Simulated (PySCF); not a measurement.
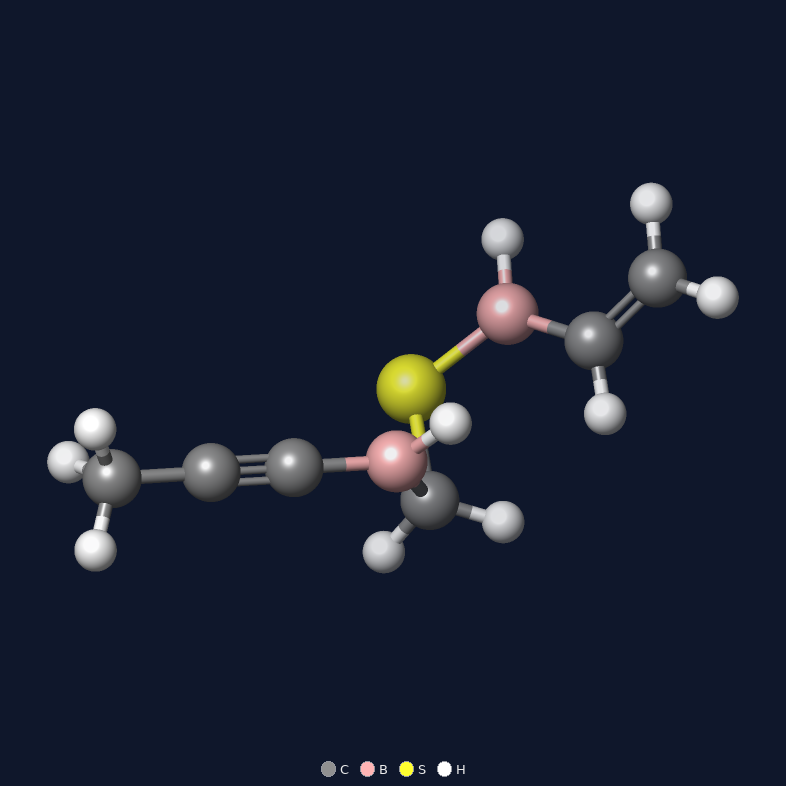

A ball-and-stick model of a molecule. Double and triple bonds are drawn as two and three sticks.

Computed geometry: GFN2-xTB optimisation. No frequency run is at hand to confirm it as a minimum.

What does the picture show?

It has 19 atoms: 6 carbon, 10 hydrogen, 2 boron and 1 sulfur (C₆H₁₀B₂S). Its SMILES string is `C=CBSCBC#CC`. It has no ring. Among its groups: alkene, alkyne, B–H bond. The point group is C1. Coordination: 2 C trigonal planar; 2 B trigonal planar; 1 S bent; 2 C tetrahedral; 2 C linear.

The parts below concern this one geometry. Atoms keep their numbers from picture to picture.

Geometry

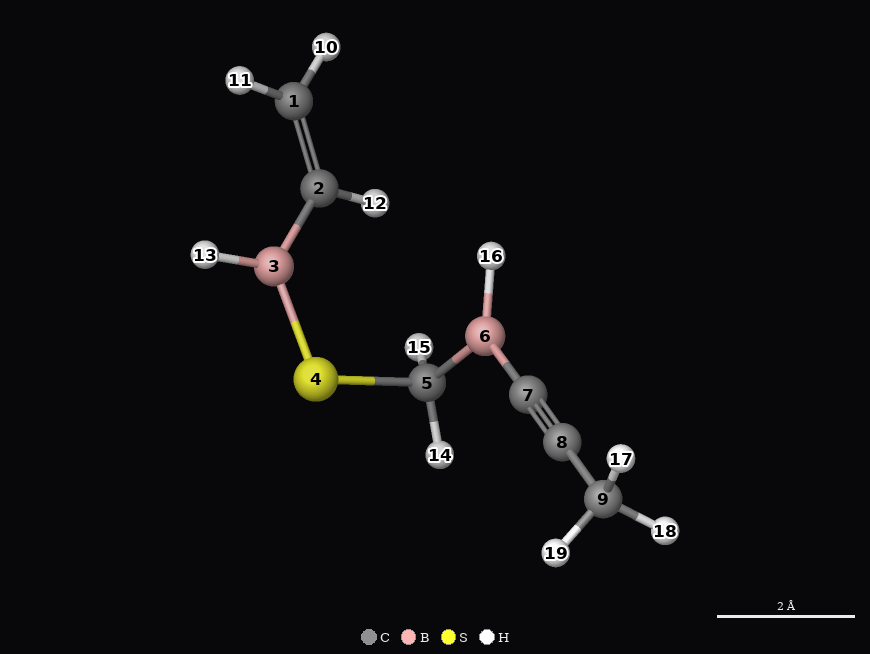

The atoms are numbered. No frequency run is at hand to confirm it as a minimum.

What are the angles C1–C2–H12, C2–C1–H10, C2–C1–H11, B3–C2–H12, S4–C5–B6, S4–C5–H14, C5–B6–C7, B6–C5–H15, B6–C7–C8, C8–C9–H17, C8–C9–H18, C8–C9–H19?

```csv
angle,degrees
C1–C2–H12,116.5
C2–C1–H10,122.7
C2–C1–H11,121.3
B3–C2–H12,120.3
S4–C5–B6,96.5
S4–C5–H14,105.0
C5–B6–C7,119.2
B6–C5–H15,118.7
B6–C7–C8,179.5
C8–C9–H17,110.6
C8–C9–H18,109.6
C8–C9–H19,110.0
```

Charges

The questions are on Mulliken charges. No frequency run is at hand to confirm it as a minimum. Method: PBE0/pcSseg-1, gas phase (PySCF 2.14.0).

Which atom carries the highest charge (most positive or least negative)?

B6 (0.27 e).

And the lowest?

C5 (−0.49 e).

List the Mulliken charges.

```
atom  value (e)
  C1      −0.13
  C2      −0.40
  B3       0.22
  S4      −0.13
  C5      −0.49
  B6       0.27
  C7      −0.16
  C8      −0.27
  C9      −0.17
 H10       0.12
 H11       0.12
 H12       0.12
 H13       0.05
 H14       0.16
 H15       0.17
 H16       0.05
 H17       0.15
 H18       0.16
 H19       0.16
```

Quadrupole coupling

No frequency run is at hand to confirm it as a minimum. Electric field gradients from the ground-state density, PBE0/pcSseg-1 (PySCF 2.14.0), non-relativistic apart from any core potentials.

Give the largest field-gradient component, the quadrupole coupling constant and the asymmetry for 11B at B3 (Q = 40.59 mb), 33S at S4 (Q = −67.81 mb), 11B at B6 (Q = 40.59 mb), 2H at H10 (Q = 2.86 mb), 2H at H11 (Q = 2.86 mb).

```
atom  V_zz (a.u.)  e²qQ/h (MHz)     η
  B3        0.441          4.20  0.38
  S4        1.968         −31.3  0.17
  B6        0.533          5.09  0.11
 H10        0.329         0.221  0.03
 H11        0.331         0.223  0.03
```

NMR shielding

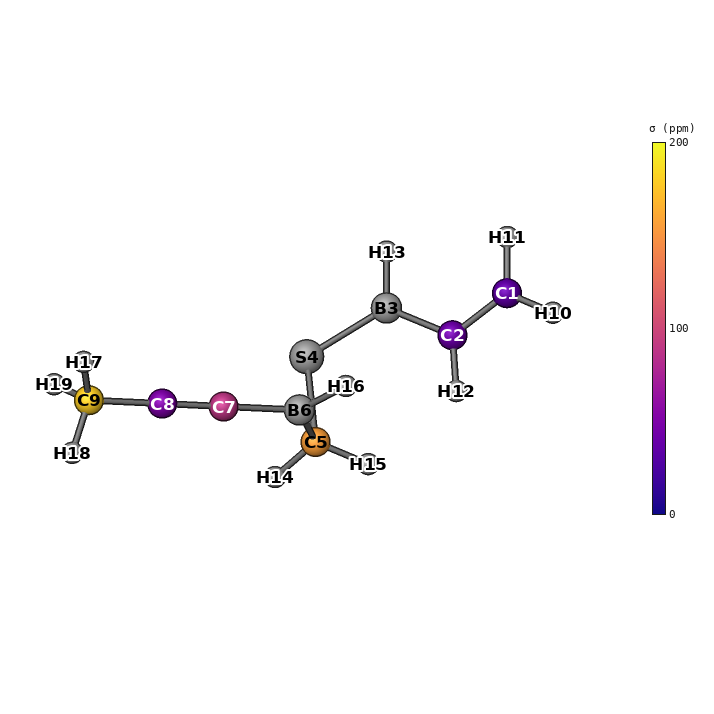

Atoms are coloured by their isotropic NMR shieldings (C only, the others grey). No frequency run is at hand to confirm it as a minimum. Properties computed with GIAO PBE0/pcSseg-1 NMR shielding, non-relativistic, gas phase (PySCF 2.14.0).

Give the isotropic NMR shieldings of the C atoms atom by atom.

```csv
atom,σ (ppm)
C1,35.8
C2,41.2
C5,155.9
C7,89.3
C8,50.7
C9,179.4
```

Dipole moment

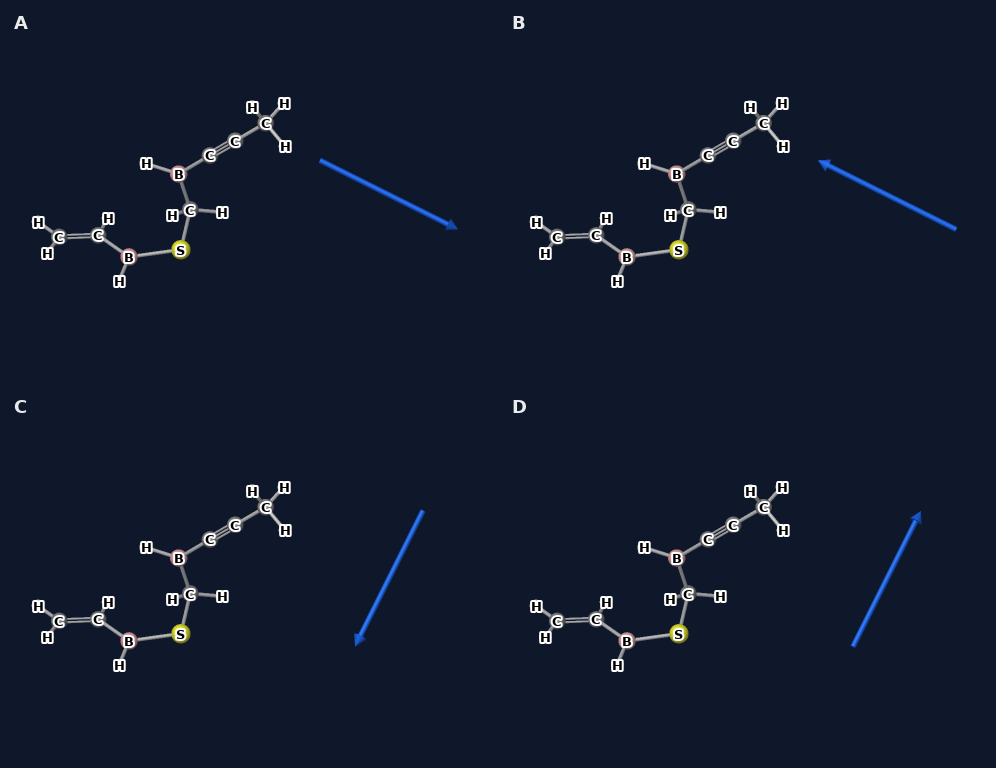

The same molecule four times, each with an arrow. No frequency run is at hand to confirm it as a minimum. Level of theory: PBE0/pcSseg-1, gas phase (PySCF 2.14.0).

Which arrow points along the dipole moment, from the negative to the positive end?

D. The dipole moment is 1.63 D.

Mulliken values depend strongly on the basis set and can even reverse the polarity of a bond. The geometry is semi-empirical. Around B such bond lengths and angles can be off by a tenth of an ångström or more and by several degrees, and values that hang on the shape move with them.
